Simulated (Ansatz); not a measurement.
# CH2Si (triplet): wB97M-V, B2PLYP over vertical spin and charge gaps, def2-QZVPP

Aim: run CH2Si (triplet) with these functionals over vertical spin and charge gaps, and hold them against the top wave-function level at the same points.

Method: def2-QZVPP, all electrons in the functionals, frozen cores in the correlation of double hybrids and RPA; program: Ansatz 0.2.0, Gaussian basis.

To be run: wB97M-V, B2PLYP, at charge 0, triplet; charge 0, singlet; charge 0, quintet; charge 1, doublet; charge 1, quartet.

2 further runs of the same task are left out: 2 set aside as unsound or not needed.

**1. What is computed**

The geometry is a PBE0/def2-TZVP stationary point (not a proven minimum).

4 atoms, charge 0, spin multiplicity 3.

Atoms are counted from 1 here; the program's logs count them from 0.

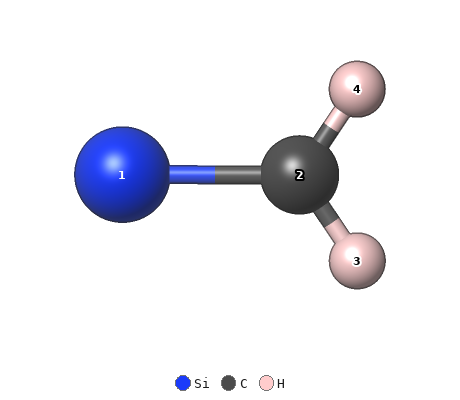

The structure; silicon blue, carbon dark grey, hydrogen pink; atoms are numbered from 1 in the order of the file.

As a file:

```xyz
4
CH2Si
Si    0.0000    0.0000    0.6502
C     0.0000    0.0000   -1.2146
H     0.0000   -0.9068   -1.8218
H     0.0000    0.9068   -1.8218
```

No dispersion term is added; wB97M-V holds VV10 nonlocal correlation.

The geometry shown and the zero of energy belong to the point charge 0, triplet. The yardstick, UCCSD(T), and other wave-function levels (R restricted, U unrestricted, valence and pair active spaces) come from earlier runs.

**2. wB97M-V, charge 0, triplet**

The input, in.yaml:

```yaml
crystal:
  periodic: [false, false, false]
  atoms:
    - {symbol: Si, position_ang: [0.000000, 0.000000, 0.650177]}
    - {symbol: C, position_ang: [0.000000, 0.000000, -1.214577]}
    - {symbol: H, position_ang: [0.000000, -0.906814, -1.821841]}
    - {symbol: H, position_ang: [0.000000, 0.906814, -1.821841]}
basis:
  gaussian: {orbitals: "def2-QZVPP.json"}
magnetization: {spin_polarized: true, initial_magnetization: 2}
hamiltonian: {xc: {name: wB97M-V}}
output: {orbitals: {seedname: orbitals}}
```

The run is started by

```bash
ansatz run in.yaml --threads 2 --pin off --events-out ev --progress --plain --max-ram 15360MiB --backend cuda --devices 0, --max-vram 18GiB
```

Log (excerpt; [...] marks lines left out):

```text
Functional definition: wB97M-V
  name "wB97M-V"
  cite "Mardirossian & Head-Gordon, J. Chem. Phys. 144, 214110 (2016) doi:10.1063/1.4952647"
  cite "Becke, J. Chem. Phys. 107, 8554 (1997) doi:10.1063/1.475007"
  cite "Vydrov & Van Voorhis, J. Chem. Phys. 133, 244103 (2010) doi:10.1063/1.3521275"
  # Of w^i u^j: cxij and so on, Table III.
[...]
  gx(w, u) = 1 - cx + cx01*u + cx10*w
  gss(w, u) = css00 + css04*u^4 + css10*w + css20*w^2 + css43*w^4*u^3
  gos(w, u) = cos00 + cos10*w + (cos20 + cos21*u)*w^2 + (cos60 + cos61*u)*w^6
[...]
      + integral(e_c_pw_mod_opposite_spin*gos(b97_w_opposite, b97_u_opposite)) + vv10(b, c)
652 factors; their error is unknown
157 factors; integrals over basis functions are off by at most 6.8e-5 eV
[...]
mean field -8942.86732285 eV, -328.6443124217 hartree, gradient 6.4e-6 eV, S^2 2.004063; 2 other end points of the search recorded, 0 dependent functions left out
reference -8942.86736407 eV, -328.6443139364 hartree; 12, 10 occupied and 175, 177 virtual orbitals, 652 factors
Total energy: -8942.86736407 eV, -328.6443139364 hartree
```

Wall time 2.2 s (1 × H100 (card shared with other runs) with 2 threads of AMD EPYC 7R13, shared host); peak host memory 0.89 GiB.

From the report: ⟨S²⟩ of the determinant 2.004 (pure triplet: 2.00).

**3. wB97M-V, charge 0, singlet**

in.yaml: that of step 2 with these lines changed.

```diff
@@ -9,3 +9,3 @@
   gaussian: {orbitals: "def2-QZVPP.json"}
-magnetization: {spin_polarized: true, initial_magnetization: 2}
+magnetization: {spin_polarized: true, initial_magnetization: 0}
 hamiltonian: {xc: {name: wB97M-V}}
```

Same command.

Log (excerpt; [...] marks lines left out):

```text
Functional definition: wB97M-V
  name "wB97M-V"
  cite "Mardirossian & Head-Gordon, J. Chem. Phys. 144, 214110 (2016) doi:10.1063/1.4952647"
  cite "Becke, J. Chem. Phys. 107, 8554 (1997) doi:10.1063/1.475007"
  cite "Vydrov & Van Voorhis, J. Chem. Phys. 133, 244103 (2010) doi:10.1063/1.3521275"
  # Of w^i u^j: cxij and so on, Table III.
[...]
  gx(w, u) = 1 - cx + cx01*u + cx10*w
  gss(w, u) = css00 + css04*u^4 + css10*w + css20*w^2 + css43*w^4*u^3
  gos(w, u) = cos00 + cos10*w + (cos20 + cos21*u)*w^2 + (cos60 + cos61*u)*w^6
[...]
      + integral(e_c_pw_mod_opposite_spin*gos(b97_w_opposite, b97_u_opposite)) + vv10(b, c)
652 factors; their error is unknown
157 factors; integrals over basis functions are off by at most 6.8e-5 eV
[...]
mean field -8944.17958128 eV, -328.6925370294 hartree, gradient 3.4e-5 eV, S^2 0.000000; 2 other end points of the search recorded, 0 dependent functions left out
reference -8944.17962400 eV, -328.6925385992 hartree; 11, 11 occupied and 176, 176 virtual orbitals, 652 factors
Total energy: -8944.17962400 eV, -328.6925385992 hartree
```

It took 2.6 s on 1 × H100 (card shared with other runs) with 2 threads of AMD EPYC 7R13, shared host; peak host memory 0.9 GiB.

From the report: ⟨S²⟩ of the determinant 0.000 (pure singlet: 0.00).

From charge 0, triplet: -30.3 kcal/mol.

**4. wB97M-V, charge 0, quintet**

in.yaml: that of step 3 with these lines changed.

```diff
@@ -9,3 +9,3 @@
   gaussian: {orbitals: "def2-QZVPP.json"}
-magnetization: {spin_polarized: true, initial_magnetization: 0}
+magnetization: {spin_polarized: true, initial_magnetization: 4}
 hamiltonian: {xc: {name: wB97M-V}}
```

Same command.

Log (excerpt; [...] marks lines left out):

```text
Functional definition: wB97M-V
  name "wB97M-V"
  cite "Mardirossian & Head-Gordon, J. Chem. Phys. 144, 214110 (2016) doi:10.1063/1.4952647"
  cite "Becke, J. Chem. Phys. 107, 8554 (1997) doi:10.1063/1.475007"
  cite "Vydrov & Van Voorhis, J. Chem. Phys. 133, 244103 (2010) doi:10.1063/1.3521275"
  # Of w^i u^j: cxij and so on, Table III.
[...]
  gx(w, u) = 1 - cx + cx01*u + cx10*w
  gss(w, u) = css00 + css04*u^4 + css10*w + css20*w^2 + css43*w^4*u^3
  gos(w, u) = cos00 + cos10*w + (cos20 + cos21*u)*w^2 + (cos60 + cos61*u)*w^6
[...]
      + integral(e_c_pw_mod_opposite_spin*gos(b97_w_opposite, b97_u_opposite)) + vv10(b, c)
652 factors; their error is unknown
157 factors; integrals over basis functions are off by at most 6.8e-5 eV
[...]
mean field -8939.86702488 eV, -328.5340535048 hartree, gradient 1.7e-5 eV, S^2 6.004071; 0 other end points of the search recorded, 0 dependent functions left out
reference -8939.86706570 eV, -328.5340550050 hartree; 13, 9 occupied and 174, 178 virtual orbitals, 652 factors
Total energy: -8939.86706570 eV, -328.5340550050 hartree
```

It took 3.1 s on 1 × H100 (card shared with other runs) with 2 threads of AMD EPYC 7R13, shared host; peak host memory 0.88 GiB.

From the report: ⟨S²⟩ of the determinant 6.004 (pure quintet: 6.00).

From charge 0, triplet: +69.2 kcal/mol.

**5. wB97M-V, charge 1, doublet**

in.yaml: that of step 4 with these lines changed.

```diff
@@ -9,3 +9,4 @@
   gaussian: {orbitals: "def2-QZVPP.json"}
-magnetization: {spin_polarized: true, initial_magnetization: 4}
+total_charge: 1
+magnetization: {spin_polarized: true, initial_magnetization: 1}
 hamiltonian: {xc: {name: wB97M-V}}
```

Same command.

Log (excerpt; [...] marks lines left out):

```text
Functional definition: wB97M-V
  name "wB97M-V"
  cite "Mardirossian & Head-Gordon, J. Chem. Phys. 144, 214110 (2016) doi:10.1063/1.4952647"
  cite "Becke, J. Chem. Phys. 107, 8554 (1997) doi:10.1063/1.475007"
  cite "Vydrov & Van Voorhis, J. Chem. Phys. 133, 244103 (2010) doi:10.1063/1.3521275"
  # Of w^i u^j: cxij and so on, Table III.
[...]
  gx(w, u) = 1 - cx + cx01*u + cx10*w
  gss(w, u) = css00 + css04*u^4 + css10*w + css20*w^2 + css43*w^4*u^3
  gos(w, u) = cos00 + cos10*w + (cos20 + cos21*u)*w^2 + (cos60 + cos61*u)*w^6
[...]
      + integral(e_c_pw_mod_opposite_spin*gos(b97_w_opposite, b97_u_opposite)) + vv10(b, c)
652 factors; their error is unknown
157 factors; integrals over basis functions are off by at most 6.8e-5 eV
[...]
mean field -8935.93169126 eV, -328.3894326619 hartree, gradient 3.9e-5 eV, S^2 0.752454; 2 other end points of the search recorded, 0 dependent functions left out
reference -8935.93173489 eV, -328.3894342652 hartree; 11, 10 occupied and 176, 177 virtual orbitals, 652 factors
Total energy: -8935.93173489 eV, -328.3894342652 hartree
```

Wall time 14 s (1 × H100 (card shared with other runs) with 2 threads of AMD EPYC 7R13, shared host); peak host memory 0.9 GiB.

From the report: ⟨S²⟩ of the determinant 0.752 (pure doublet: 0.75).

From charge 0, triplet: +159.9 kcal/mol.

**6. wB97M-V, charge 1, quartet**

in.yaml: that of step 5 with these lines changed.

```diff
@@ -10,3 +10,3 @@
 total_charge: 1
-magnetization: {spin_polarized: true, initial_magnetization: 1}
+magnetization: {spin_polarized: true, initial_magnetization: 3}
 hamiltonian: {xc: {name: wB97M-V}}
```

The command is unchanged.

Log (excerpt; [...] marks lines left out):

```text
Functional definition: wB97M-V
  name "wB97M-V"
  cite "Mardirossian & Head-Gordon, J. Chem. Phys. 144, 214110 (2016) doi:10.1063/1.4952647"
  cite "Becke, J. Chem. Phys. 107, 8554 (1997) doi:10.1063/1.475007"
  cite "Vydrov & Van Voorhis, J. Chem. Phys. 133, 244103 (2010) doi:10.1063/1.3521275"
  # Of w^i u^j: cxij and so on, Table III.
[...]
  gx(w, u) = 1 - cx + cx01*u + cx10*w
  gss(w, u) = css00 + css04*u^4 + css10*w + css20*w^2 + css43*w^4*u^3
  gos(w, u) = cos00 + cos10*w + (cos20 + cos21*u)*w^2 + (cos60 + cos61*u)*w^6
[...]
      + integral(e_c_pw_mod_opposite_spin*gos(b97_w_opposite, b97_u_opposite)) + vv10(b, c)
652 factors; their error is unknown
157 factors; integrals over basis functions are off by at most 6.8e-5 eV
[...]
mean field -8933.13149468 eV, -328.2865273353 hartree, gradient 1.1e-5 eV, S^2 3.754278; 1 other end points of the search recorded, 0 dependent functions left out
reference -8933.13153857 eV, -328.2865289484 hartree; 12, 9 occupied and 175, 178 virtual orbitals, 652 factors
Total energy: -8933.13153857 eV, -328.2865289484 hartree
```

It took 2.8 s on 1 × H100 (card shared with other runs) with 2 threads of AMD EPYC 7R13, shared host; peak host memory 0.89 GiB.

From the report: ⟨S²⟩ of the determinant 3.754 (pure quartet: 3.75).

From charge 0, triplet: +224.5 kcal/mol.

**7. B2PLYP, charge 0, triplet**

in.yaml: that of step 6 with these lines changed.

```diff
@@ -9,5 +9,4 @@
   gaussian: {orbitals: "def2-QZVPP.json"}
-total_charge: 1
-magnetization: {spin_polarized: true, initial_magnetization: 3}
-hamiltonian: {xc: {name: wB97M-V}}
-output: {orbitals: {seedname: orbitals}}
+magnetization: {spin_polarized: true, initial_magnetization: 2}
+hamiltonian: {xc: {name: B2PLYP}}
+correlation: {electrons: outside_noble_gas}
```

Launched as before.

Log (excerpt; [...] marks lines left out):

```text
Functional definition: B2PLYP
  name "B2PLYP"
  cite "Grimme, J. Chem. Phys. 124, 034108 (2006) doi:10.1063/1.2148954"
  cite "Becke, Phys. Rev. A 38, 3098 (1988) doi:10.1103/PhysRevA.38.3098"
  cite "Lee, Yang & Parr, Phys. Rev. B 37, 785 (1988) doi:10.1103/PhysRevB.37.785"
[...]
1102 factors; integrals over basis functions are off by at most 9.8e-4 eV
[...]
mean field -8937.72344562 eV, -328.4552784200 hartree, gradient 3.3e-6 eV, S^2 2.016409; 8 other end points of the search recorded, 0 dependent functions left out
6 core orbitals not correlated: weight in the atoms' cores, before any rotation towards them, 1.000 or more for the frozen orbitals, at most 0.000 for the correlated occupied ones
reference -8937.72357511 eV, -328.4552831785 hartree; 6, 4 occupied and 175, 177 virtual orbitals, 1102 factors
second order -7.85661865 eV of doubles, -0.00000000 eV of singles
Total energy: -8939.84486214 eV, -328.5332390392 hartree
```

It took 4.2 s on 1 × H100 (card shared with other runs) with 2 threads of AMD EPYC 7R13, shared host; peak host memory 0.96 GiB.

From the report: ⟨S²⟩ of the determinant 2.016 (pure triplet: 2.00).

**8. B2PLYP, charge 0, singlet**

in.yaml: that of step 7 with these lines changed.

```diff
@@ -9,3 +9,3 @@
   gaussian: {orbitals: "def2-QZVPP.json"}
-magnetization: {spin_polarized: true, initial_magnetization: 2}
+magnetization: {spin_polarized: true, initial_magnetization: 0}
 hamiltonian: {xc: {name: B2PLYP}}
```

Launched as before.

Log (excerpt; [...] marks lines left out):

```text
Functional definition: B2PLYP
  name "B2PLYP"
  cite "Grimme, J. Chem. Phys. 124, 034108 (2006) doi:10.1063/1.2148954"
  cite "Becke, Phys. Rev. A 38, 3098 (1988) doi:10.1103/PhysRevA.38.3098"
  cite "Lee, Yang & Parr, Phys. Rev. B 37, 785 (1988) doi:10.1103/PhysRevB.37.785"
[...]
1102 factors; integrals over basis functions are off by at most 9.8e-4 eV
[...]
mean field -8938.55911397 eV, -328.4859886654 hartree, gradient 2.6e-6 eV, S^2 0.120156; 10 other end points of the search recorded, 0 dependent functions left out
6 core orbitals not correlated: weight in the atoms' cores, before any rotation towards them, 1.000 or more for the frozen orbitals, at most 0.000 for the correlated occupied ones
reference -8938.55924223 eV, -328.4859933788 hartree; 5, 5 occupied and 176, 176 virtual orbitals, 1102 factors
second order -9.38470264 eV of doubles, -0.00000000 eV of singles
Total energy: -8941.09311194 eV, -328.5791113732 hartree
```

Wall time 4 s (1 × H100 (card shared with other runs) with 2 threads of AMD EPYC 7R13, shared host); peak host memory 0.96 GiB.

From the report: ⟨S²⟩ of the determinant 0.120 (pure singlet: 0.00).

From charge 0, triplet: -28.8 kcal/mol.

**9. B2PLYP, charge 0, quintet**

in.yaml: that of step 8 with these lines changed.

```diff
@@ -9,3 +9,3 @@
   gaussian: {orbitals: "def2-QZVPP.json"}
-magnetization: {spin_polarized: true, initial_magnetization: 0}
+magnetization: {spin_polarized: true, initial_magnetization: 4}
 hamiltonian: {xc: {name: B2PLYP}}
```

The command is unchanged.

Log (excerpt; [...] marks lines left out):

```text
Functional definition: B2PLYP
  name "B2PLYP"
  cite "Grimme, J. Chem. Phys. 124, 034108 (2006) doi:10.1063/1.2148954"
  cite "Becke, Phys. Rev. A 38, 3098 (1988) doi:10.1103/PhysRevA.38.3098"
  cite "Lee, Yang & Parr, Phys. Rev. B 37, 785 (1988) doi:10.1103/PhysRevB.37.785"
[...]
1102 factors; integrals over basis functions are off by at most 9.8e-4 eV
[...]
mean field -8935.13631867 eV, -328.3602032583 hartree, gradient 9.4e-6 eV, S^2 6.007459; 0 other end points of the search recorded, 0 dependent functions left out
6 core orbitals not correlated: weight in the atoms' cores, before any rotation towards them, 1.000 or more for the frozen orbitals, at most 0.000 for the correlated occupied ones
reference -8935.13644560 eV, -328.3602079229 hartree; 7, 3 occupied and 174, 178 virtual orbitals, 1102 factors
second order -6.91771145 eV of doubles, -0.00000000 eV of singles
Total energy: -8937.00422770 eV, -328.4288476488 hartree
```

Wall time 2 s (1 × H100 (card shared with other runs) with 2 threads of AMD EPYC 7R13, shared host); peak host memory 0.96 GiB.

From the report: ⟨S²⟩ of the determinant 6.007 (pure quintet: 6.00).

From charge 0, triplet: +65.5 kcal/mol.

**10. B2PLYP, charge 1, doublet**

in.yaml: that of step 9 with these lines changed.

```diff
@@ -9,3 +9,4 @@
   gaussian: {orbitals: "def2-QZVPP.json"}
-magnetization: {spin_polarized: true, initial_magnetization: 4}
+total_charge: 1
+magnetization: {spin_polarized: true, initial_magnetization: 1}
 hamiltonian: {xc: {name: B2PLYP}}
```

Launched as before.

Log (excerpt; [...] marks lines left out):

```text
Functional definition: B2PLYP
  name "B2PLYP"
  cite "Grimme, J. Chem. Phys. 124, 034108 (2006) doi:10.1063/1.2148954"
  cite "Becke, Phys. Rev. A 38, 3098 (1988) doi:10.1103/PhysRevA.38.3098"
  cite "Lee, Yang & Parr, Phys. Rev. B 37, 785 (1988) doi:10.1103/PhysRevB.37.785"
[...]
1102 factors; integrals over basis functions are off by at most 9.8e-4 eV
[...]
mean field -8930.76293214 eV, -328.1994842674 hartree, gradient 1.9e-6 eV, S^2 0.754635; 8 other end points of the search recorded, 0 dependent functions left out
6 core orbitals not correlated: weight in the atoms' cores, before any rotation towards them, 1.000 or more for the frozen orbitals, at most 0.000 for the correlated occupied ones
reference -8930.76306100 eV, -328.1994890033 hartree; 5, 4 occupied and 176, 177 virtual orbitals, 1102 factors
second order -7.45215429 eV of doubles, -0.00000000 eV of singles
Total energy: -8932.77514266 eV, -328.2734316404 hartree
```

It took 14 s on 1 × H100 (card shared with other runs) with 2 threads of AMD EPYC 7R13, shared host; peak host memory 0.95 GiB.

From the report: ⟨S²⟩ of the determinant 0.755 (pure doublet: 0.75).

From charge 0, triplet: +163.0 kcal/mol.

**11. B2PLYP, charge 1, quartet**

in.yaml: that of step 10 with these lines changed.

```diff
@@ -10,3 +10,3 @@
 total_charge: 1
-magnetization: {spin_polarized: true, initial_magnetization: 1}
+magnetization: {spin_polarized: true, initial_magnetization: 3}
 hamiltonian: {xc: {name: B2PLYP}}
```

Same command.

Log (excerpt; [...] marks lines left out):

```text
Functional definition: B2PLYP
  name "B2PLYP"
  cite "Grimme, J. Chem. Phys. 124, 034108 (2006) doi:10.1063/1.2148954"
  cite "Becke, Phys. Rev. A 38, 3098 (1988) doi:10.1103/PhysRevA.38.3098"
  cite "Lee, Yang & Parr, Phys. Rev. B 37, 785 (1988) doi:10.1103/PhysRevB.37.785"
[...]
1102 factors; integrals over basis functions are off by at most 9.8e-4 eV
[...]
mean field -8928.36380298 eV, -328.1113178972 hartree, gradient 9.2e-6 eV, S^2 3.758008; 4 other end points of the search recorded, 0 dependent functions left out
6 core orbitals not correlated: weight in the atoms' cores, before any rotation towards them, 1.000 or more for the frozen orbitals, at most 0.000 for the correlated occupied ones
reference -8928.36393589 eV, -328.1113227814 hartree; 6, 3 occupied and 175, 178 virtual orbitals, 1102 factors
second order -6.74446170 eV of doubles, -0.00000000 eV of singles
Total energy: -8930.18494055 eV, -328.1782434683 hartree
```

Wall time 2.5 s (1 × H100 (card shared with other runs) with 2 threads of AMD EPYC 7R13, shared host); peak host memory 0.96 GiB.

From the report: ⟨S²⟩ of the determinant 3.758 (pure quartet: 3.75).

From charge 0, triplet: +222.8 kcal/mol.

**12. Against the wave-function levels**

No level is safe as a reference over these points; UCCSD(T) serves as a yardstick only. It comes from earlier runs at the same points. Energies in kcal/mol, counted from charge 0, triplet; blanks weren't run or aren't comparable.

```tsv
level	triplet to singlet	triplet to quintet	ionisation to the doublet cation	ionisation to the quartet cation
UCCSD(T)		61.5	164.9	223.7
wB97M-V	-30.3	69.2	159.9	224.5
B2PLYP	-28.8	65.5	163.0	222.8
```

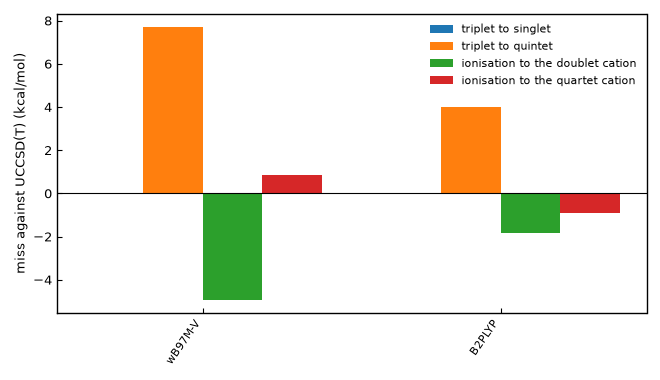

Misses of the gaps against UCCSD(T).

Largest miss and mean time a point (UCCSD(T) took 7.4 s a point; shared hosts):

```tsv
level	largest miss (kcal/mol)	where	time a point
wB97M-V	+7.7	triplet to quintet	4.9 s
B2PLYP	+4.0	triplet to quintet	5.3 s
```

**13. Summary of results**

| quantity | value |
| --- | --- |
| triplet to quintet, UCCSD(T) | 61.5 kcal/mol |
| ionisation to the doublet cation, UCCSD(T) | 164.9 kcal/mol |
| ionisation to the quartet cation, UCCSD(T) | 223.7 kcal/mol |
| largest miss, wB97M-V | +7.7 kcal/mol (triplet to quintet) |
| largest miss, B2PLYP | +4.0 kcal/mol (triplet to quintet) |

What this shows: Misses are known at 3 of 4 points at best, and only functionals with that many are ranked. Of the functionals, B2PLYP keep the smallest largest miss at the points compared (at most 4.0 kcal/mol) and wB97M-V strays most (7.7 kcal/mol, at triplet to quintet). Functionals and the yardstick converge differently with the basis, so part of each miss in def2-QZVPP is the basis. The yardstick itself may be off where one determinant is a poor start.
